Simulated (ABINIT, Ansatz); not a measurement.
## CsGeCl3 (R3m): one start, several treatments of the self-energy

Aim: compare treatments of exchange, screening and correlation for the gap of CsGeCl3 (R3m).

Method: LDA and many-body steps on it, plane waves, in ABINIT 10.8.3.

## Step 1: Starting point

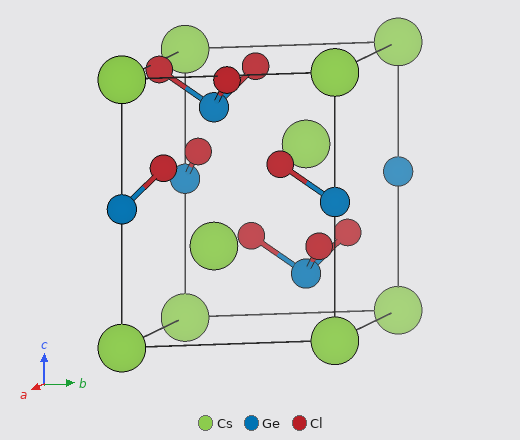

The cell as given, slightly off an axis (caesium green, germanium blue, chlorine red). This picture shows the conventional cell, with its axes. Bonds to atoms that aren't drawn are left out. Some periodic images of atoms are drawn too.

The cell and positions are those that the Materials Project relaxed with its own functionals (PBE, PBE+U or r2SCAN), kept fixed. Spin-orbit coupling is left out unless a step names it.

## Step 2: Empty states on the mesh, 2×2×2 mesh, 352 bands

This step: ABINIT 10.8.3; DFT, LDA, plane waves, norm-conserving pseudopotentials.

The sums over transitions need many empty states on a uniform mesh; this step solves for them.

The input, run.abi:

```
acell 3*1.0 Angstrom
rprim 
  3.846816390705 2.220960478697 3.178300533600
  -3.846816390705 2.220960478697 3.178300533600
  0.000000000000 -4.441920957394 3.178300533600
ntypat 3
znucl 55 32 17
natom 5
typat 1 2 3 3 3
xred 
  0.998403350000 0.998403350000 0.998403350000
  0.515533150000 0.515533150000 0.515533150000
  0.496712670000 0.496712670000 0.948638170000
  0.496712670000 0.948638170000 0.496712670000
  0.948638170000 0.496712670000 0.496712670000
pp_dirpath "pseudos"
pseudos "Cs.upf, Ge.upf, Cl.upf"
ecut 56
ngkpt 2 2 2
nshiftk 1
shiftk 0 0 0
kptopt 1
chksymbreak 0
iscf -2
irdden 1
istwfk *1
nband 352
nbdbuf 32
tolwfr 1e-09
nstep 60
prtvol 0
indata_prefix "in"
outdata_prefix "out"
tmpdata_prefix "tmp"
```

Run with:

```bash
$ OMP_NUM_THREADS=2 mpirun -n 4 abinit run.abi > log
```

Numbers of over 12 decimals in the logs are rounded to 6 here.

Output:

```text
.Version 10.8.3 of ABINIT. v10.8.2 released Aug 2026.

 Symmetries : space group R3 m (#160); Bravais hR (rhombohedral)
[... echo of the input left out ...]
== DATASET  1 ==================================================================
-   mpi_nproc: 4, omp_nthreads: 2 (-1 if OMP is not activated)

--- !DatasetInfo
iteration_state: {dtset: 1, }
dimensions: {natom: 5, nkpt: 4, mband: 352, nsppol: 1, nspinor: 1, nspden: 1, mpw: 22041, }
cutoff_energies: {ecut:  56.0, pawecutdg:  -1.0, }
[...]
3.08495    3.08496    3.09171    3.09171    3.11358    3.11701    3.11793    3.11807
   3.11987    3.11997    3.14407    3.14489    3.14862    3.14952    3.15057    3.15420
 prteigrs : prtvol=0 or 1, do not print more k-points.

== END DATASET(S) ==============================================================
================================================================================

 -outvars: echo values of variables after computation  --------
            nband         352
             nkpt           4
          spgroup         160
 [... the other variables as echoed above ...]

 Calculation completed.
```

Wall time 4.8 min (4 MPI ranks of Arm Neoverse V2, shared host); peak memory 1 GiB.

This step gave:

```
gap                                                           : 1.977 eV
k of the valence top                                          : 0.5, 0.5, 0.5
k of the conduction bottom                                    : 0.5, 0.5, 0.5
least direct gap                                              : 1.977 eV
k points computed                                             : 4
lowest point of the top converged band, above the valence top : 77.4812 eV
```

On this mesh the gap is 1.977 eV.

The density comes from a self-consistent run that is not shown.

## Step 3: Screening, 2×2×2 mesh, 146 bands, screening to 141.5 eV

The RPA dielectric matrix is built and inverted for each q.

This step: RPA screening on LDA, plane waves, norm-conserving pseudopotentials.

run.abi: that of step 2 with these lines changed.

```diff
@@ -23,10 +23,11 @@
 chksymbreak 0
-iscf -2
-irdden 1
 istwfk *1
-nband 352
-nbdbuf 32
-tolwfr 1e-09
-nstep 60
-prtvol 0
+occopt 1
+irdwfk 1
+optdriver 3
+nband 146
+ecuteps 5.2
+inclvkb 2
+awtr 1
+symchi 1
 indata_prefix "in"
```

Run with:

```bash
$ OMP_NUM_THREADS=1 mpirun -n 8 abinit run.abi > log
```

Output:

```text
.Version 10.8.3 of ABINIT. v10.8.2 released Aug 2026.

 Symmetries : space group R3 m (#160); Bravais hR (rhombohedral)
[... echo of the input left out ...]
== DATASET  1 ==================================================================
-   mpi_nproc: 8, omp_nthreads: 1 (-1 if OMP is not activated)

--- !DatasetInfo
iteration_state: {dtset: 1, }
dimensions: {natom: 5, nkpt: 4, mband: 146, nsppol: 1, nspinor: 1, nspden: 1, mpw: 22041, }
cutoff_energies: {ecut:  56.0, pawecutdg:  -1.0, }
electrons: {nelect:   5.20000000E+01, charge:   0.00000000E+00, occopt:   1.00000000E+00, tsmear:   1.00000000E-02, }

 SCREENING: Calculation of the susceptibility and dielectric matrices

 Based on a program developped by R.W. Godby, V. Olevano, G. Onida, and L. Reining.
 Incorporated in ABINIT by V. Olevano, G.-M. Rignanese, and M. Torrent.
.Using double precision arithmetic ; gwpc =  8

[... cell and pseudopotentials left out ...]
--------------------------------------------------------------------------------

 ==== K-mesh for the wavefunctions ====
 Number of points in the irreducible wedge :     4
[... list of points left out ...]
 Together with  6 symmetry operations and time-reversal symmetry
 yields     8 points in the full Brillouin Zone.

 ==== Q-mesh for the screening function ====
 Number of points in the irreducible wedge :     4
[... list of points left out ...]
 Together with  6 symmetry operations and time-reversal symmetry
 yields     8 points in the full Brillouin Zone.

 setmesh: FFT mesh size selected  =    45x   45x   45
          total number of points  =        91125

 vcoul_init : cutoff-mode = AUXILIARY_FUNCTION
 q-points for optical limit:   1
     1)      0.000010    0.000020    0.000030

- screening: taking advantage of time-reversal symmetry
- Maximum band index for partially occupied states nbvw = 26
- Remaining bands to be divided among processors   nbcw = 120
- Number of bands treated by each node ~15

 Number of electrons calculated from density =   52.0000; Expected =   52.0000
 average of density, n =  0.047295
 r_s =    1.7154
 omega_plasma =   20.9780 [eV]

 calculating chi0 at frequencies [eV] :
  1    0.000000E+00    0.000000E+00
  2    0.000000E+00    2.097803E+01

--------------------------------------------------------------------------------
  q-point number  1        q = ( 0.000000, 0.000000, 0.000000) [r.l.u.]
--------------------------------------------------------------------------------
[... chi0 elements left out ...]
 For q-point:  0.000010 0.000020 0.000030
  dielectric constant =   5.9573
  dielectric constant without local fields =   7.2291

  Average fulfillment of the sum rule on Im[epsilon] for q-point    1 :     47.82  [%]
[... wings left out ...]
  q-point number  2        q = ( 0.500000, 0.000000, 0.000000) [r.l.u.]
--------------------------------------------------------------------------------
[... chi0 elements left out ...]
  Average fulfillment of the sum rule on Im[epsilon] for q-point    2 :     52.50  [%]

 [... 2 further q-points ...]
```

The job ended after 44 s (8 MPI ranks; peak memory 4.7 GiB; 5.9 min of CPU time).

This step gave:

```yaml
eps_infinity_with_local_fields_on_this_mesh_along_the_program_s_q_direction: 5.957
the_same_without_local_fields: 7.229
plasma_frequency: 20.98 eV
plane_waves_in_the_screening_matrix: 619
```

Local fields lower ε∞ by 18 %. On a Γ-centred mesh this coarse the value itself is usually too large, while a short band sum pulls it down.

## Step 4: G0W0, Godby-Needs plasmon pole

The self-energy is evaluated for the states that the input lists, and the levels follow from it, in one-shot runs by the linearised quasiparticle equation.

This step: G0W0 on LDA, plane waves, norm-conserving pseudopotentials.

run.abi: that of step 3 with these lines changed.

```diff
@@ -26,8 +26,17 @@
 irdwfk 1
-optdriver 3
+optdriver 4
 nband 146
+gwcalctyp 0
+ecutsigx 56
+symsigma 1
+nkptgw 2
+kptgw 
+  0.5000000000 0.5000000000 0.5000000000
+  0.0000000000 0.0000000000 0.0000000000
+bdgw 
+  25 28
+  24 29
 ecuteps 5.2
-inclvkb 2
-awtr 1
-symchi 1
+irdscr 1
+ppmodel 1
 indata_prefix "in"
```

Output:

```text
.Version 10.8.3 of ABINIT. v10.8.2 released Aug 2026.

 Symmetries : space group R3 m (#160); Bravais hR (rhombohedral)
[... echo of the input left out ...]
== DATASET  1 ==================================================================
-   mpi_nproc: 8, omp_nthreads: 1 (-1 if OMP is not activated)

--- !DatasetInfo
iteration_state: {dtset: 1, }
dimensions: {natom: 5, nkpt: 4, mband: 146, nsppol: 1, nspinor: 1, nspden: 1, mpw: 22041, }
cutoff_energies: {ecut:  56.0, pawecutdg:  -1.0, }
electrons: {nelect:   5.20000000E+01, charge:   0.00000000E+00, occopt:   1.00000000E+00, tsmear:   1.00000000E-02, }

 SIGMA: Calculation of the GW corrections

 Based on a program developped by R.W. Godby, V. Olevano, G. Onida, and L. Reining.
 Incorporated in ABINIT by V. Olevano, G.-M. Rignanese, and M. Torrent.
.Using double precision arithmetic ; gwpc =  8

[... cell and pseudopotentials left out ...]
--------------------------------------------------------------------------------

 ==== K-mesh for the wavefunctions ====
 Number of points in the irreducible wedge :     4
[... list of points left out ...]
 Together with  6 symmetry operations and time-reversal symmetry
 yields     8 points in the full Brillouin Zone.

 ==== Q-mesh for screening function ====
 Number of points in the irreducible wedge :     4
[... list of points left out ...]
 Together with  6 symmetry operations and time-reversal symmetry
 yields     8 points in the full Brillouin Zone.

 vcoul_init : cutoff-mode = AUXILIARY_FUNCTION
 q-points for optical limit:   1
     1)      0.000010    0.000020    0.000030
 setmesh: FFT mesh size selected  =    72x   72x   72
          total number of points  =       373248

 Number of electrons calculated from density =   52.0000; Expected =   52.0000
 average of density, n =  0.047295
 r_s =    1.7154
 omega_plasma =   20.9780 [eV]

 === KS Band Gaps ===
  >>>> For spin  1
   Minimum direct gap =   1.9771 [eV], located at k-point      :   0.5000  0.5000  0.5000
   Fundamental gap    =   1.9771 [eV], Top of valence bands at :   0.5000  0.5000  0.5000
                                       Bottom of conduction at :   0.5000  0.5000  0.5000
 SIGMA fundamental parameters:
 PLASMON POLE MODEL  1
 number of plane-waves for SigmaX                22041
 number of plane-waves for SigmaC and W            619
 number of plane-waves for wavefunctions         22041
 number of bands                                   146
 number of independent spin polarizations            1
 number of spinorial components                      1
 number of k-points in IBZ                           4
 number of q-points in IBZ                           4
 number of symmetry operations                       6
 number of k-points in BZ                            8
 number of q-points in BZ                            8
 number of frequencies for dSigma/dE                 9
 frequency step for dSigma/dE [eV]                0.25
 number of omega for Sigma on real axis              0
 max omega for Sigma on real axis  [eV]           0.00
 zcut for avoiding poles [eV]                     0.10

 EPSILON^-1 parameters (SCR file):
 dimension of the eps^-1 matrix on file            619
 dimension of the eps^-1 matrix used               619
 number of plane-waves for wavefunctions         22041
 number of bands                                   146
 number of q-points in IBZ                           4
 number of frequencies                               2
 number of real frequencies                          1
 number of imag frequencies                          1

 matrix elements of self-energy operator (all in [eV])

 Perturbative Calculation

--- !SelfEnergy_ee
iteration_state: {dtset: 1, }
kpoint     : [   0.500,    0.500,    0.500, ]
spin       : 1
KS_gap     :    1.977
QP_gap     :    3.624
Delta_QP_KS:    1.646
data: !SigmaeeData |
     Band     E0 <VxcDFT>   SigX SigC(E0)      Z dSigC/dE  Sig(E)    E-E0       E
       25  -0.190 -14.219 -18.514   3.080   0.772  -0.296 -15.156  -0.938  -1.128
       26   1.959 -14.764 -16.833   1.621   0.788  -0.269 -15.117  -0.353   1.606
       27   3.936 -11.282  -6.604  -3.078   0.809  -0.237  -9.989   1.293   5.229
       28   3.936 -11.282  -6.604  -3.078   0.809  -0.237  -9.989   1.293   5.229

--- !SelfEnergy_ee
iteration_state: {dtset: 1, }
kpoint     : [   0.000,    0.000,    0.000, ]
spin       : 1
KS_gap     :    5.520
QP_gap     :    7.225
Delta_QP_KS:    1.705
data: !SigmaeeData |
     Band     E0 <VxcDFT>   SigX SigC(E0)      Z dSigC/dE  Sig(E)    E-E0       E
       24  -0.526 -14.055 -18.275   3.037   0.772  -0.296 -14.968  -0.913  -1.440
       25  -0.526 -14.055 -18.275   3.037   0.772  -0.296 -14.968  -0.913  -1.440
       26  -0.340 -13.977 -17.781   2.748   0.774  -0.291 -14.795  -0.818  -1.158
       27   5.180  -7.348  -3.022  -3.270   0.840  -0.191  -6.461   0.887   6.067
       28   6.059  -7.267  -2.987  -3.149   0.841  -0.189  -6.316   0.951   7.010
       29   6.059  -7.267  -2.987  -3.149   0.841  -0.189  -6.316   0.951   7.010

== END DATASET(S) ==============================================================
================================================================================

 -outvars: echo values of variables after computation  --------
           etotal      0.0000000000E+00
            nband         146
             nkpt           4
          spgroup         160
 [... the other variables as echoed above ...]

 Calculation completed.
```

Wall time 17 s (8 MPI ranks); peak memory 2.9 GiB.

This step gave:

```yaml
g0w0_gap_on_the_points_computed: 3.623 eV
starting_gap_on_the_mesh: 1.977 eV
k_of_the_valence_top: 0.5, 0.5, 0.5
k_of_the_conduction_bottom: 0.5, 0.5, 0.5
z_at_the_valence_top: 0.788
z_at_the_conduction_bottom: 0.809
least_direct_g0w0_gap_on_the_computed_points: 3.623 eV
```

The gap on the mesh goes from 1.98 eV to 3.62 eV, a correction of +1.65 eV.

## Step 5: G0W0, Hybertsen-Louie plasmon pole

run.abi: that of step 4 with these lines changed.

```diff
@@ -40,3 +40,3 @@
 irdscr 1
-ppmodel 1
+ppmodel 2
 indata_prefix "in"
```

Output:

```text
.Version 10.8.3 of ABINIT. v10.8.2 released Aug 2026.

 Symmetries : space group R3 m (#160); Bravais hR (rhombohedral)
[... echo of the input left out ...]
== DATASET  1 ==================================================================
-   mpi_nproc: 8, omp_nthreads: 1 (-1 if OMP is not activated)

--- !DatasetInfo
iteration_state: {dtset: 1, }
dimensions: {natom: 5, nkpt: 4, mband: 146, nsppol: 1, nspinor: 1, nspden: 1, mpw: 22041, }
cutoff_energies: {ecut:  56.0, pawecutdg:  -1.0, }
electrons: {nelect:   5.20000000E+01, charge:   0.00000000E+00, occopt:   1.00000000E+00, tsmear:   1.00000000E-02, }

 SIGMA: Calculation of the GW corrections

 Based on a program developped by R.W. Godby, V. Olevano, G. Onida, and L. Reining.
 Incorporated in ABINIT by V. Olevano, G.-M. Rignanese, and M. Torrent.
.Using double precision arithmetic ; gwpc =  8

[... cell and pseudopotentials left out ...]
--------------------------------------------------------------------------------

 ==== K-mesh for the wavefunctions ====
 Number of points in the irreducible wedge :     4
[... list of points left out ...]
 Together with  6 symmetry operations and time-reversal symmetry
 yields     8 points in the full Brillouin Zone.

 ==== Q-mesh for screening function ====
 Number of points in the irreducible wedge :     4
[... list of points left out ...]
 Together with  6 symmetry operations and time-reversal symmetry
 yields     8 points in the full Brillouin Zone.

 vcoul_init : cutoff-mode = AUXILIARY_FUNCTION
 q-points for optical limit:   1
     1)      0.000010    0.000020    0.000030
 setmesh: FFT mesh size selected  =    72x   72x   72
          total number of points  =       373248

 Number of electrons calculated from density =   52.0000; Expected =   52.0000
[...]
number of omega for Sigma on real axis              0
 max omega for Sigma on real axis  [eV]           0.00
 zcut for avoiding poles [eV]                     0.10

 EPSILON^-1 parameters (SCR file):
 dimension of the eps^-1 matrix on file            619
 dimension of the eps^-1 matrix used               619
 number of plane-waves for wavefunctions         22041
 number of bands                                   146
 number of q-points in IBZ                           4
 number of frequencies                               2
 number of real frequencies                          1
 number of imag frequencies                          1

 matrix elements of self-energy operator (all in [eV])

 Perturbative Calculation

--- !SelfEnergy_ee
iteration_state: {dtset: 1, }
kpoint     : [   0.500,    0.500,    0.500, ]
spin       : 1
KS_gap     :    1.977
QP_gap     :    3.999
Delta_QP_KS:    2.022
data: !SigmaeeData |
     Band     E0 <VxcDFT>   SigX SigC(E0)      Z dSigC/dE  Sig(E)    E-E0       E
       25  -0.190 -14.219 -18.514   2.636   0.852  -0.174 -15.632  -1.413  -1.604
       26   1.959 -14.764 -16.833   1.068   0.852  -0.174 -15.617  -0.853   1.105
       27   3.936 -11.282  -6.604  -3.321   0.862  -0.161 -10.113   1.169   5.105
[...]
--- !SelfEnergy_ee
iteration_state: {dtset: 1, }
kpoint     : [   0.000,    0.000,    0.000, ]
spin       : 1
KS_gap     :    5.520
QP_gap     :    7.349
Delta_QP_KS:    1.829
data: !SigmaeeData |
     Band     E0 <VxcDFT>   SigX SigC(E0)      Z dSigC/dE  Sig(E)    E-E0       E
[...]
28   6.059  -7.267  -2.987  -3.625   0.874  -0.145  -6.695   0.572   6.631
       29   6.059  -7.267  -2.987  -3.625   0.874  -0.145  -6.695   0.572   6.631

== END DATASET(S) ==============================================================
================================================================================

 -outvars: echo values of variables after computation  --------
           etotal      0.0000000000E+00
            nband         146
             nkpt           4
          spgroup         160
 [... the other variables as echoed above ...]

 Calculation completed.
```

It took 17 s on 8 MPI ranks; peak memory 2.8 GiB; 2.2 min of CPU time.

This step gave:

```yaml
g0w0_gap_on_the_points_computed: 4 eV
starting_gap_on_the_mesh: 1.977 eV
k_of_the_valence_top: 0.5, 0.5, 0.5
k_of_the_conduction_bottom: 0.5, 0.5, 0.5
z_at_the_valence_top: 0.852
z_at_the_conduction_bottom: 0.862
least_direct_g0w0_gap_on_the_computed_points: 4 eV
```

Against G0W0 in ABINIT (2×2×2 mesh, 146 bands, screening to 141.5 eV, Godby-Needs plasmon pole), the gap moves by +0.377 eV.

(Continued in part 2 of 2.)

[Paths, hosts, dates, memory and timing lines, banners, echoed tables and standing remarks are left out of the program output.]

[Logs are printed without paths, hosts, clocks, repeated set-up lines and the standing remarks that a program may print on its own settings, such as how far it seeks lower states.]

[Runs of the session that timed out or met a known fault of the program may be left out.]

[Hosts, paths, dates, database ids (printed as entryN), source tags and the programs' standing remarks are cut or masked in the printed files.]

[G0W0 gaps are taken among the corrected bands and points alone; a level outside them can change the order at an edge.]

[Where Ansatz stands beside ABINIT at settings called matched, ABINIT's density can come from a denser mesh and the files from another edition; pairs whose starting gaps differed by over 0.03 eV were left out, so agreement reads better than it is.]
